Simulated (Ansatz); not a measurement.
**SiC: Si → Al**

The reference is SiC in the wurtzite structure (space group P6_3mc, No. 186; a = 3.0759 Å, c = 5.0477 Å).

It is then changed as follows: Al takes the place of Si on all its sites, then cell and atoms are relaxed.

Computed with PBEsol (Ansatz, a program for electronic structure; PAW; 420 eV plane waves; without spin-orbit coupling). k-mesh 15×15×11 (Γ-centred); smearing 0.05 eV (Fermi–Dirac), for the changed cell.

| quantity | base | changed | shift |
|---|---|---|---|
| volume per atom | 10.34 Å³ | 11.36 Å³ | +1.02 Å³ |
| density | 3.22 g/cm³ | 2.85 g/cm³ | -0.37 g/cm³ |
| space group | P6_3mc (No. 186) | P6_3/mmc (No. 194) | – |
| band gap | 2.12 eV | zero | – |

Final structure:

```yaml
crystal:
  lattice:
    - [3.47481, 0.00000, 0.00000]
    - [-1.73740, 3.00927, 0.00000]
    - [0.00000, 0.00000, 4.34702]
  atoms:
    - { symbol: Al, position: [0.66667, 0.33333, 0.75000] }
    - { symbol: Al, position: [0.33333, 0.66667, 0.25000] }
    - { symbol: C, position: [0.66667, 0.33333, 0.25000] }
    - { symbol: C, position: [0.33333, 0.66667, 0.75000] }
```

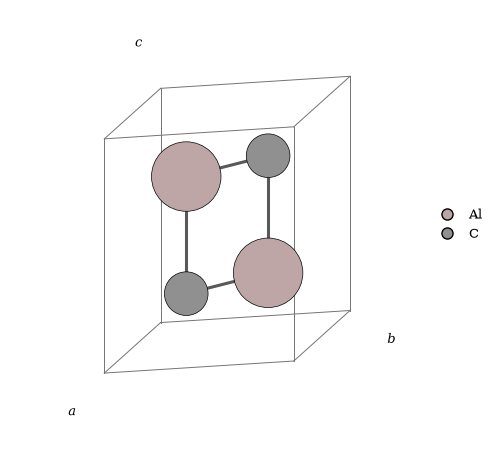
Figure. The relaxed conventional cell after the change

Whether these cells are dynamically stable was not tested. As relaxed here, AlC is a hypothetical phase, not in the database extracts checked. The final runs are not spin-polarised.
